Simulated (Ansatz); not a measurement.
# NaMgF3 (Neighborite, Pm-3m): following an unstable mode, part 2 of 3

Wanted: the energy along a soft mode of NaMgF3 (Neighborite, Pm-3m) and the structure at the end.

Ansatz 0.2.0; DFT PBEsol, scalar-relativistic, plane waves, PAW; PAW set soft_1.

So far, highest frequency on the path or at a solved wavevector (cm⁻¹): step 2 (response at finite wavevector) 624. Also lowest frequency on the path (cm⁻¹): step 2 -123.

The database entry behind the starting cell lists a temperature of 1273 K, so it need not match the best structure at ambient conditions.

## (4) The mode frozen in, largest atomic shift 0.45 Å

The atoms are moved along the unstable eigenvector, the largest shift by 0.45 Å, with the cell fixed.

input.yaml reads:

```yaml
crystal:
  lattice:
    - [3.9078370852, 3.9078370852, 0.0]
    - [3.9078370852, 0.0, 3.9078370852]
    - [3.9078370852, 0.0, -3.9078370852]
  atoms:
    - { symbol: Na, position: [0.0, 0.5, 0.5] }
    - { symbol: Na, position: [0.0, 0.0, 0.0] }
    - { symbol: Mg, position: [0.5, 0.25, 0.75] }
    - { symbol: Mg, position: [0.5, 0.75, 0.25] }
    - { symbol: F, position: [0.5814256185, 0.0, 1.0] }
    - { symbol: F, position: [0.4185743815, 0.5, 0.5] }
    - { symbol: F, position: [0.4185743815, 0.5814256185, 0.0] }
    - { symbol: F, position: [0.5814256185, -0.0814256185, 0.5] }
    - { symbol: F, position: [0.0, 0.0814256185, 0.5] }
    - { symbol: F, position: [0.0, 0.4185743815, 0.0] }
kpoints:
  mp_grid: { grid: [6, 6, 6] }
hamiltonian:
  xc: pbesol
  pseudopotentials: { kind: paw, azcp: { folder: soft_1 }, xc_functional: pbe }
scf:
  occupations: { method: gaussian, width: 0.02 }
output:
  forces: true
  stress: true
  eigenvalues: true
```

Started as:

```console
$ ansatz run input.yaml --threads 4 --pin off --max-ram 10240MiB --backend cpu --events-out ev --progress --plain --runs-dir out
```

Numbers of over 12 decimals in the logs are rounded to 6 here.

Output:

```text
[...]
Crystal: 10 atoms, lattice volume = 119.355 Å³
Basis set: ecut = 420 eV, 2277 PW (Γ), exchange–correlation on 80×80×80 points (8 copies of the dense FFT grid, shifted against one another)
Bands: 50, of which v1, the nominal top of the filled ones, is band 40 counted from 1 (39 counted from 0)
Symmetry: 12 space group operations
[...]
k-points: 32 of 216
[...]
k-point 0: bands = [... 36 lower, 1.0561, 1.2353, 1.3265, 1.3265, 7.7282, 13.1430, 13.7253, 14.3961, ... 5 higher]
  k-point 1: bands = [... 36 lower, 1.0321, 1.0358, 1.2754, 1.2754, 8.0910, 12.7415, 13.5212, 14.1351, ... 5 higher]
  k-point 2: bands = [... 36 lower, 1.0320, 1.0320, 1.1590, 1.1590, 9.0206, 11.5532, 13.8254, 14.0590, ... 5 higher]
  k-point 31: bands = [... 36 lower, 1.0268, 1.0268, 1.1594, 1.1594, 10.8503, 10.8503, 12.3316, 12.3316, ... 5 higher]
[key lines of the parts left out:]
SCF converged after 8 iterations
Free energy (F): -11593.923707 eV
Fermi energy:    4.527412 eV
P = ⅓ Tr σ = -2.6335 GPa (-26.335 kbar)
```

It took 2.1 s on 4 threads of Intel Xeon Platinum 8488C (Sapphire Rapids), shared host; peak memory 0.64 GiB; 7.3 s of CPU time.

Numbers from this step:

| Quantity | Value |
| --- | --- |
| pressure | -2.633 GPa |
| gap on the k-mesh | 6.402 eV |
| energy from the undistorted cell | -30.50 meV/atom |

The energy, extrapolated to zero smearing, is -30.50 meV/atom against the undistorted cell.

The run ends at a pressure of -2.63 GPa, with forces up to 0.014 eV/Å.

## (5) Energy along the mode, all amplitudes (two of the runs are shown above)

An imaginary frequency means negative curvature, so the energy should fall and then rise again as anharmonic terms take over.

Numbers from this step:

| Property | Result |
| --- | --- |
| depth at the lowest point sampled | 30.50 meV/atom |
| largest atomic shift at that point | 0.45 Å |

Energy from the parent against largest atomic shift:

```
largest atomic shift (Å)  energy from the parent (meV/atom)
                   0.000                                  0
                   0.040                             -0.504
                   0.080                              -1.99
                   0.140                              -5.87
                   0.220                              -13.3
                   0.320                              -23.6
                   0.450                              -30.5
                   0.600                              -9.71
```

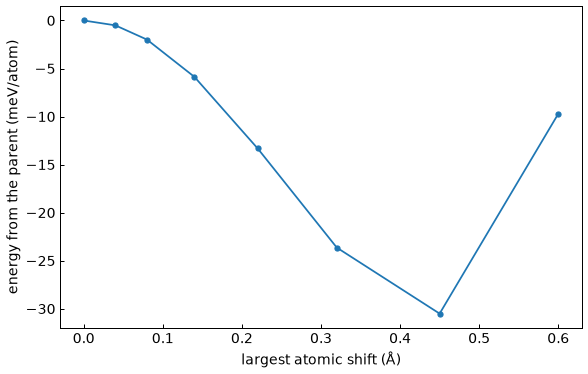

Energy from the parent against largest atomic shift.

Displacement at unit largest shift by atom:

```
atom   x (Å)   y (Å)   z (Å)   size
 Na1   0.000   0.000   0.000  0.000
 Na2   0.000   0.000   0.000  0.000
 Mg3   0.000   0.000   0.000  0.000
 Mg4   0.000   0.000   0.000  0.000
  F5   0.707   0.707   0.000  1.000
  F6  -0.707  -0.707   0.000  1.000
  F7   0.000  -0.707   0.707  1.000
  F8   0.000   0.707  -0.707  1.000
  F9   0.707   0.000   0.707  1.000
 F10  -0.707   0.000  -0.707  1.000
```

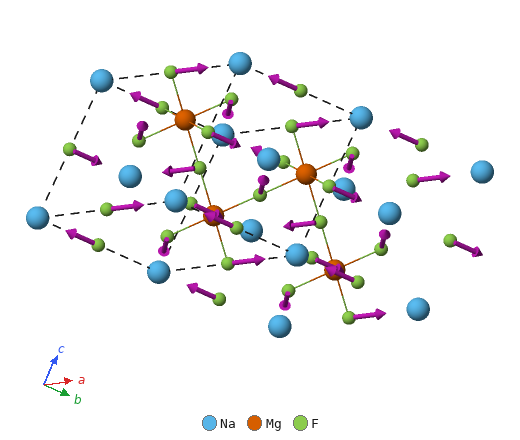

Displacement at unit largest shift as arrows, the longest 1.000 Å. 1×2×1 cells are drawn. Some periodic images of atoms are drawn too.

The lowest of the steps tried is at 0.45 Å, 30.5 meV/atom below the parent; the bottom of the well need not coincide with a step.

## (6) Relaxing from the distorted cell

Starting from the lowest point found, all atoms and the cell are let go, so that strain and other modes of the same symmetry can join in.

Changes to input.yaml since step 4:

```diff
@@ -22,3 +22,3 @@
 scf:
-  occupations: { method: gaussian, width: 0.02 }
+  occupations: { method: fixed }
 output:
@@ -27 +27,6 @@
   eigenvalues: true
+relax:
+  adjacent_minimum: "off"
+  f_tol: 0.002
+  max_steps: 120
+  cell: { stress_tol: 0.03 }
```

Output:

```text
[...]
Crystal: 10 atoms, lattice volume = 119.355 Å³
Basis set: ecut = 420 eV, 2277 PW (Γ), exchange–correlation on 80×80×80 points (8 copies of the dense FFT grid, shifted against one another)
Bands: 50, of which v1, the nominal top of the filled ones, is band 40 counted from 1 (39 counted from 0)
Symmetry: 12 space group operations
[...]
k-points: 32 of 216
[...]
SCF iter   1: F=—  HF=-11601.154516 eV  |F-HF|=—  |Δ(HF+E_count)|=         —  Δρ=1.53e-1  dr2=1.90e1  ethr=3.10e-3  ⟨swp⟩=4.9  Hψ=5779  notcnv=0  defer=249
[...]
SCF iter   8: F=-11593.923707 eV  HF=-11593.923707 eV  |F-HF|=1.20e-8  |Δ(HF+E_count)|=   4.27e-7  Δρ=8.01e-6  dr2=4.02e-8  ethr=1.25e-10  ⟨swp⟩=12.4  Hψ=9054  notcnv=0
SCF 1 converged in 8 iterations: F = -11593.923707 eV  dr2 = 4.02e-8
[...]
relax step   1: F+E_penalty+E_count = -11593.92370661 eV  Δ(F+E_penalty+E_count) = +0.000e0 eV  max|allowed force component| = 1.005e-2 eV/Å  Δτ_max = 0.0000 Å  P = -2.633 GPa  Ω = 119.355 Å³  (8 SCF iters, dr2 threshold 1.00e-7 eV, accepted)
Crystal: 10 atoms, lattice volume = 117.741 Å³
[...]
iter 1 solved again at ethr=1.80e-6 eV; its pass at ethr=3.10e-3 eV (dr2=1.44e-3 eV) is discarded
[...]
SCF iter   5: F=-11593.949646 eV  HF=-11593.949646 eV  |F-HF|=3.06e-7  |Δ(HF+E_count)|=   2.00e-7  Δρ=2.14e-5  dr2=2.52e-7  ethr=1.25e-9  ⟨swp⟩=9.6  Hψ=7833  notcnv=0
SCF 2 converged in 5 iterations: F = -11593.949646 eV  dr2 = 2.52e-7
relax step   2: F+E_penalty+E_count = -11593.94964604 eV  Δ(F+E_penalty+E_count) = -2.594e-2 eV  max|allowed force component| = 3.427e-3 eV/Å  Δτ_max = 0.0008 Å  P = -1.630 GPa  Ω = 117.741 Å³  energy of the carried Pulay correction = +3.597e-3 eV  (5 SCF iters, dr2 threshold 1.00e-6 eV, accepted)
Crystal: 10 atoms, lattice volume = 115.176 Å³
Basis set: ecut = 420 eV, 2229 PW (Γ), exchange–correlation on 80×80×80 points (8 copies of the dense FFT grid, shifted against one another)
[...]
SCF iter   5: F=-11593.968520 eV  HF=-11593.968520 eV  |F-HF|=7.61e-7  |Δ(HF+E_count)|=   7.96e-7  Δρ=3.46e-5  dr2=6.20e-7  ethr=1.25e-9  ⟨swp⟩=8.5  Hψ=8349  notcnv=0
SCF 3 converged in 5 iterations: F = -11593.968520 eV  dr2 = 6.20e-7
relax step   3: F+E_penalty+E_count = -11593.96852045 eV  Δ(F+E_penalty+E_count) = -1.887e-2 eV  max|allowed force component| = 4.181e-3 eV/Å  Δτ_max = 0.0031 Å  P = +0.088 GPa  Ω = 115.176 Å³  energy of the carried Pulay correction = +9.419e-3 eV  (5 SCF iters, dr2 threshold 1.00e-6 eV, accepted)
[...]
relax step   4: F+E_penalty+E_count = -11593.96831694 eV  Δ(F+E_penalty+E_count) = +2.035e-4 eV  max|allowed force component| = 2.327e-3 eV/Å  Δτ_max = 0.0008 Å  P = +0.001 GPa  Ω = 115.288 Å³  energy of the carried Pulay correction = +9.162e-3 eV  (5 SCF iters, dr2 threshold 2.27e-8 eV, accepted)
[...]
relax step   5: F+E_penalty+E_count = -11593.96835760 eV  Δ(F+E_penalty+E_count) = -4.066e-5 eV  max|allowed force component| = 2.678e-5 eV/Å  Δτ_max = 0.0014 Å  P = -0.000 GPa  Ω = 115.276 Å³  energy of the carried Pulay correction = +9.189e-3 eV  (6 SCF iters, dr2 threshold 3.38e-10 eV, accepted)
[...]
relax step   6: F+E_penalty+E_count = -11593.96110347 eV  Δ(F+E_penalty+E_count) = +7.254e-3 eV  max|allowed force component| = 9.751e-5 eV/Å  Δτ_max = 0.0000 Å  P = -0.147 GPa  Ω = 115.276 Å³  stress off target by 1.57e-1 GPa  SCF on the basis re-selected at this cell (its energy is not comparable with the rows above)  (5 SCF iters)
[...]
relax step   7: F+E_penalty+E_count = -11593.96169499 eV  Δ(F+E_penalty+E_count) = -5.915e-4 eV  max|allowed force component| = 5.078e-5 eV/Å  Δτ_max = 0.0007 Å  P = -0.003 GPa  Ω = 115.062 Å³  energy of the carried Pulay correction = +4.906e-4 eV  (5 SCF iters, dr2 threshold 6.13e-8 eV, accepted)
[...]
SCF iter   5: F=-11593.961196 eV  HF=-11593.961196 eV  |F-HF|=3.64e-12  |Δ(HF+E_count)|=  5.46e-11  Δρ=8.34e-8  dr2=4.75e-12  ethr=1.00e-12  ⟨swp⟩=11.4  Hψ=8294  notcnv=0
SCF 8 converged in 5 iterations: F = -11593.961196 eV  dr2 = 4.75e-12
relax step   8: F+E_penalty+E_count = -11593.96119595 eV  Δ(F+E_penalty+E_count) = +4.990e-4 eV  max|allowed force component| = 5.742e-5 eV/Å  Δτ_max = 0.0000 Å  P = -0.008 GPa  Ω = 115.062 Å³  stress off target by 1.00e-2 GPa  SCF on the basis re-selected at this cell (its energy is not comparable with the rows above)  (5 SCF iters)
[...]
SCF converged after 5 iterations
Free energy (F): -11593.961196 eV
[...]
Internal energy: -11593.961196 eV  (E = F + TS)
E sigma→0 (E₀):  -11593.961196 eV
Fermi energy:    1.619800 eV
[...]
--- Forces (eV/Å), atoms counted from 1 ---
  atom   1  Na    -0.00000000    -0.00000000     0.00000000
  atom   2  Na     0.00000000     0.00000000    -0.00000000
  atom   3  Mg    -0.00000000     0.00000000     0.00000000
  atom   4  Mg     0.00000000    -0.00000000    -0.00000000
  atom   5  F      0.00005742     0.00005742     0.00000000
  atom   6  F     -0.00005742    -0.00005742    -0.00000000
  atom   7  F      0.00000000    -0.00005742     0.00005742
  atom   8  F     -0.00000000     0.00005742    -0.00005742
  atom   9  F      0.00005742     0.00000000     0.00005742
  atom  10  F     -0.00005742    -0.00000000    -0.00005742
  max |Σ_I F_I| component: 1.18e-18 eV/Å
--- Stress (GPa, compression-positive) ---
       -0.008224      -0.001792      -0.001792
       -0.001792      -0.008224       0.001792
       -0.001792       0.001792      -0.008224
  P = ⅓ Tr σ = -0.0082 GPa (-0.082 kbar)
--- Band table (eV; the first three rows and the last of 32) ---
  k-point 0: bands = [... 36 lower, 1.3521, 1.5334, 1.6198, 1.6198, 8.2451, 13.7124, 14.2977, 14.9720, ... 6 higher]
  k-point 1: bands = [... 36 lower, 1.3367, 1.3367, 1.5694, 1.5694, 8.6145, 13.3016, 14.1249, 14.7056, ... 6 higher]
  k-point 2: bands = [... 36 lower, 1.3321, 1.3321, 1.4545, 1.4545, 9.5598, 12.1178, 14.4551, 14.6291, ... 6 higher]
  k-point 31: bands = [... 36 lower, 1.3102, 1.3102, 1.4488, 1.4488, 11.4260, 11.4260, 12.9183, 12.9183, ... 6 higher]
--- Relaxed structure (6 steps of the walk, 6 accepted, 2 SCFs on fresh bases) ---
  F+E_penalty+E_count = -11593.96119595 eV   max|allowed force component| = 5.742e-5 eV/Å   (the final SCF, on the basis selected at the relaxed cell)
  cell:  # Å, volume = 115.0615 Å³
    - [3.853102, 3.853102, 7.806255641895632e-18]
    - [3.853102, 3.469446951953614e-18, 3.853102]
    - [3.867745, -0.014642, -3.867745]
  atoms:
    - { symbol: Na, position: [-3.798942768435537e-19, 0.500000, 0.5] }
    - { symbol: Na, position: [0, 0, 0] }
    - { symbol: Mg, position: [0.5, 0.25, 0.75] }
    - { symbol: Mg, position: [0.5, 0.750000, 0.250000] }
    - { symbol: F, position: [0.582658, 0.0, 1.0] }
    - { symbol: F, position: [0.417342, 0.500000, 0.500000] }
    - { symbol: F, position: [0.417342, 0.582658, -5.551115123125783e-17] }
    - { symbol: F, position: [0.582658, -0.082658, 0.5] }
    - { symbol: F, position: [-3.2526065174565133e-19, 0.082658, 0.5] }
    - { symbol: F, position: [0.0, 0.417342, 0.0] }
```

Run time: 14 s. Hardware: 4 threads; peak memory 0.67 GiB.

The steps of the relaxation:

```
step  energy less that of the first step (eV)  largest force component (eV/Å)  pressure (GPa)  volume (Å³)
   1                                   0.0000                          0.0101           -2.63       119.35
   2                                  -0.0259                          0.0034           -1.63       117.74
   3                                  -0.0448                          0.0042            0.09       115.18
   4                                  -0.0446                          0.0023            0.00       115.29
   5                                  -0.0447                          0.0000            0.00       115.28
  6*                                  -0.0374                          0.0001           -0.15       115.28
   7                                  -0.0380                          0.0001            0.00       115.06
  8*                                  -0.0375                          0.0001           -0.01       115.06
```

Relaxation steps marked * repeat the geometry before them on a plane-wave basis chosen anew for their cell, so energy and pressure can jump there.

Forces are held to the 12 operations that the run works with; a distortion that breaks them can't arise in this run.

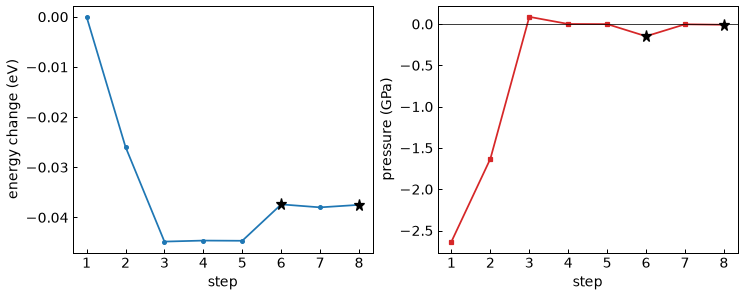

Energy and pressure along the relaxation. Stars mark steps on a basis chosen anew.

```
conventional cell, symmetrised  before   after  change
                         a (Å)   5.527   5.449  -1.4 %
                         b (Å)   5.527   5.449  -1.4 %
                         c (Å)  13.537  13.424  -0.8 %
              volume (Å³/atom)   11.94   11.51  -3.6 %
```

This step gave:

```yaml
pressure: -0.008224 GPa
gap_on_the_k_mesh: 6.625 eV
volume_per_atom: 11.51 Å³
```

The distorted start has space group R-3c; the relaxation ends in R-3c.

## (7) The new phase in its own primitive cell

The relaxed structure is symmetrised, reduced to its primitive cell and relaxed tightly, as its phonons need.

input.yaml, the sections that differ from step 6:

```yaml
crystal:
  lattice:
    - [2.7245548869, 1.5730224974, 4.474540547]
    - [-2.7245548869, 1.5730224974, 4.474540547]
    - [0.0, -3.1460449947, 4.474540547]
  atoms:
    - { symbol: Na, position: [0.25, 0.25, 0.25] }
    - { symbol: Na, position: [0.75, 0.75, 0.75] }
    - { symbol: Mg, position: [0.5, 0.5, 0.5] }
    - { symbol: Mg, position: [0.0, 0.0, 0.0] }
    - { symbol: F, position: [0.3326583, 0.75, 0.1673417] }
    - { symbol: F, position: [0.6673417, 0.25, 0.8326583] }
    - { symbol: F, position: [0.75, 0.1673417, 0.3326583] }
    - { symbol: F, position: [0.25, 0.8326583, 0.6673417] }
    - { symbol: F, position: [0.8326583, 0.6673417, 0.25] }
    - { symbol: F, position: [0.1673417, 0.3326583, 0.75] }
relax:
  adjacent_minimum: "off"
  f_tol: 0.001
  max_steps: 60
  cell: { stress_tol: 0.01 }
# kpoints, hamiltonian, scf, output: as in step 6
```

Output:

```text
[...]
Crystal: 10 atoms, lattice volume = 115.062 Å³
Basis set: ecut = 420 eV, 2229 PW (Γ), exchange–correlation on 80×80×80 points (8 copies of the dense FFT grid, shifted against one another)
Bands: 50, of which v1, the nominal top of the filled ones, is band 40 counted from 1 (39 counted from 0)
Symmetry: 12 space group operations
[...]
k-points: 32 of 216
[...]
- { symbol: Na, position: [0.75, 0.75, 0.750000] }
    - { symbol: Mg, position: [0.5, 0.5, 0.500000] }
    - { symbol: Mg, position: [0, 0, 0] }
    - { symbol: F, position: [0.332659, 0.75, 0.167341] }
    - { symbol: F, position: [0.667341, 0.250000, 0.832659] }
    - { symbol: F, position: [0.75, 0.167341, 0.332659] }
    - { symbol: F, position: [0.250000, 0.832659, 0.667341] }
    - { symbol: F, position: [0.832659, 0.667341, 0.250000] }
    - { symbol: F, position: [0.167341, 0.332659, 0.75] }
[key lines of the parts left out:]
SCF converged after 6 iterations
Free energy (F): -11593.961206 eV
Fermi energy:    1.620085 eV
P = ⅓ Tr σ = -0.0053 GPa (-0.053 kbar)
```

Run time: 7.3 s. Hardware: 4 threads; peak memory 0.65 GiB; 27 s of CPU time.

Little changed from the start: no atom moved by 0.005 Å and no cell edge by 0.1 %.

This step gave:

```
pressure           : -0.005282 GPa
gap on the k-mesh  : 6.626 eV
direct gap on mesh : 6.626 eV
```

The largest force component left is 0.091 meV/Å and the pressure is -0.005 GPa, within the tolerances set. The cell now holds 11.51 Å³/atom.

[end of part 2 of 3]

[Logs are printed without paths, hosts, clocks, repeated set-up lines and the standing remarks that a program may print on its own settings, such as how far it seeks lower states.]

[Hosts, paths, dates, database ids (printed as entryN), source tags and the programs' standing remarks are cut or masked in the printed files.]
